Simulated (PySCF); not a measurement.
# [SiF3]− (SMILES F[Si-](F)F) at PBE0/STO-6G

What is the energy change on altering one bond length of [SiF3]− at PBE0/STO-6G? Input form: a Python script.

The calculation is run with PySCF 2.14.0.

7 further runs of the same task are left out: 7 set aside as unsound or not needed.

## (1) The system as given

The species is [SiF3]− (4 atoms), meant as a singlet with charge -1. SMILES: `F[Si-](F)F`. The shape is that of a GFN2-xTB optimisation.

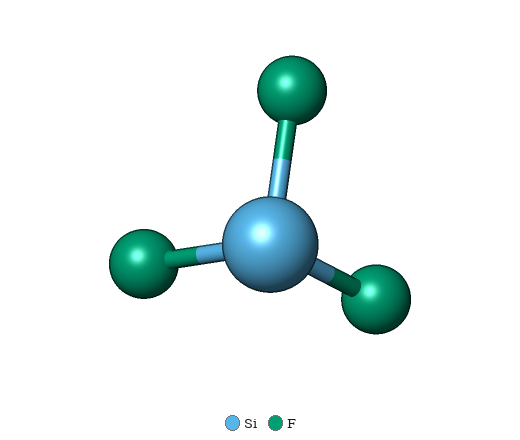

Viewed from a chosen angle; silicon blue, fluorine teal.

## (2) A single-point energy at PBE0/STO-6G

job.py reads:

```python
from pyscf import gto, dft

mol = gto.M(
    atom='''
Si    -0.008447     0.010904     1.294557
F      2.699115    -0.058506    -0.409976
F     -1.298828     2.362630    -0.458844
F     -1.391840    -2.315028    -0.425755
''',
    unit='bohr',
    charge=-1,
    basis='sto-6g',
    spin=0,
    max_memory=1860,
    verbose=4,
)

ks = dft.RKS(mol, xc='pbe0')
ks.grids.level = 5
ks.conv_tol = 1e-10
ks.kernel()
if not ks.converged:
    ks = ks.newton().run(ks.mo_coeff, ks.mo_occ)

e_final = ks.e_tot
print('E = %.10f Eh' % e_final)
```

Run with:

```
OMP_NUM_THREADS=1 python job.py
```

The log of the run:

```text
PySCF version 2.14.0

[INPUT] num. atoms = 4
[INPUT] num. electrons = 42
[INPUT] charge = -1
[INPUT] spin (= nelec alpha-beta = 2S) = 0
[INPUT] symmetry False subgroup None
[INPUT] Mole.unit = bohr
[INPUT] Symbol           X                Y                Z      unit          X                Y                Z       unit  Magmom
[INPUT]  1 Si    -0.004469959901   0.005770148308   0.685050062637 AA   -0.008447000000   0.010904000000   1.294557000000 Bohr   0.0
[INPUT]  2 F      1.428310147652  -0.030960041902  -0.216949956224 AA    2.699115000000  -0.058506000000  -0.409976000000 Bohr   0.0
[INPUT]  3 F     -0.687310178505   1.250249953836  -0.242809788167 AA   -1.298828000000   2.362630000000  -0.458844000000 Bohr   0.0
[INPUT]  4 F     -0.736530009247  -1.225060060242  -0.225299843435 AA   -1.391840000000  -2.315028000000  -0.425755000000 Bohr   0.0

nuclear repulsion = 169.961158895303
number of shells = 14
number of NR pGTOs = 144
number of NR cGTOs = 24
basis = sto-6g
ecp = {}

******** <class 'pyscf.dft.rks.RKS'> ********
method = RKS
initial guess = minao
damping factor = 0
level_shift factor = 0
DIIS = <class 'pyscf.scf.diis.CDIIS'>
diis_start_cycle = 1
diis_space = 8
diis_damp = 0
SCF conv_tol = 1e-10
SCF conv_tol_grad = None
SCF max_cycles = 50
direct_scf = True
direct_scf_tol = 1e-13
XC library pyscf.dft.libxc version 7.0.0
    S. Lehtola, C. Steigemann, M. J.T. Oliveira, and M. A.L. Marques.,  SoftwareX 7, 1–5 (2018)
XC functionals = pbe0
radial grids:
    Treutler-Ahlrichs [JCP 102, 346 (1995); DOI:10.1063/1.469408] (M4) radial grids

becke partition: Becke, JCP 88, 2547 (1988); DOI:10.1063/1.454033
pruning grids: <function nwchem_prune>
grids dens level: 5
symmetrized grids: False
atomic radii adjust function: <function treutler_atomic_radii_adjust>
small_rho_cutoff = 0
Set gradient conv threshold to 1e-05
Initial guess from minao.
tot grids = 175192
init E= -586.026976674423
  HOMO = -0.264165697598139  LUMO = 0.0961115246816135  gap/eV = 9.80364
cycle= 1 E= -585.787067326948  delta_E= 0.24  |g|= 0.545  |ddm|= 2.34
  HOMO = 0.273619801391672  LUMO = 0.584192791577299  gap/eV = 8.45112
cycle= 2 E= -585.825926797021  delta_E= -0.0389  |g|= 0.529  |ddm|=  1.8
  HOMO = 0.23049245681967  LUMO = 0.611736578286342  gap/eV = 10.37418
cycle= 3 E= -585.936380031265  delta_E= -0.11  |g|= 0.00708  |ddm|= 0.805
  HOMO = 0.227965054306086  LUMO = 0.611206134212642  gap/eV = 10.42852
cycle= 4 E= -585.936405945976  delta_E= -2.59e-05  |g|= 0.000957  |ddm|= 0.0147
  HOMO = 0.228029776767725  LUMO = 0.611245744651978  gap/eV = 10.42784
cycle= 5 E= -585.936406164888  delta_E= -2.19e-07  |g|= 0.000806  |ddm|= 0.00353
  HOMO = 0.228038931672624  LUMO = 0.611281904717834  gap/eV = 10.42857
cycle= 6 E= -585.936406463764  delta_E= -2.99e-07  |g|= 2.69e-05  |ddm|= 0.00157
  HOMO = 0.228040317163141  LUMO = 0.611278462399927  gap/eV = 10.42844
cycle= 7 E= -585.936406464225  delta_E= -4.61e-10  |g|= 1.29e-06  |ddm|= 7.54e-05
  HOMO = 0.228040171939144  LUMO = 0.611278376829927  gap/eV = 10.42844
cycle= 8 E= -585.936406464226  delta_E= -1.82e-12  |g|= 1.36e-07  |ddm|= 4.45e-06
  HOMO = 0.228040170093595  LUMO = 0.611278411621401  gap/eV = 10.42844
Extra cycle  E= -585.936406464226  delta_E= 6.82e-13  |g|= 1.04e-07  |ddm|= 4.5e-07
converged SCF energy = -585.936406464226
E = -585.9364064642 Eh
```

Wall time 4.2 s (1 thread of Arm Neoverse V1, shared host); peak memory 0.22 GiB.

## (3) The distorted shape

input.py reads:

```python
from pyscf import gto, dft

system = gto.M(
    atom='Si -0.720867 0.024135 1.136054; F 1.428310 -0.030960 -0.216950; F -1.403707 1.268615 0.208194; F -1.452927 -1.206695 0.225704',
    basis='sto-6g',
    verbose=3,
    max_memory=1860,
    charge=-1,
)

ks = dft.RKS(system)
ks.xc = 'pbe0'
ks.conv_tol = 1e-10
ks.grids.level = 5
ks.kernel()
if not ks.converged:
    ks = ks.newton().run(ks.mo_coeff, ks.mo_occ)

e_final = ks.e_tot
print('E = %.10f Eh' % e_final)
```

Run with:

```
OMP_NUM_THREADS=1 python input.py
```

The log of the run:

```text
converged SCF energy = -585.823238506685
E = -585.8232385067 Eh
```

Run time: 5.4 s. Hardware: 1 thread of Arm Neoverse V1, shared host; peak memory 0.22 GiB.

## (4) Summary of results

At PBE0/STO-6G:

| quantity | value |
| --- | --- |
| first shape: total energy | -585.93641 Eh |
| first shape: HOMO energy | 6.21 eV |
| first shape: LUMO energy | 16.63 eV |
| first shape: HOMO–LUMO gap (to an unbound level, set by the basis) | 10.43 eV |
| distorted shape: total energy | -585.82324 Eh |
| distorted shape: HOMO energy | 6.58 eV |
| distorted shape: LUMO energy | 11.32 eV |
| distorted shape: HOMO–LUMO gap (to an unbound level, set by the basis) | 4.74 eV |
| energy change with the Si1–F2 bond stretched from 1.693 to 2.540 Å | 3.079 eV |

**Reading.** With the Si1–F2 bond stretched from 1.693 to 2.540 Å the energy rises by 3.08 eV (297 kJ/mol). The first shape isn't relaxed at this level, so the change isn't measured from a minimum. The minimal basis adds a large error of its own. Mulliken charges (first shape) run from -0.40 on F4 to +0.20 on Si1. The HOMO (first shape) lies at positive energy, 6.21 eV; only total energies tell whether the electron is bound. The HOMO (distorted shape) lies at positive energy, 6.58 eV; only total energies tell whether the electron is bound.
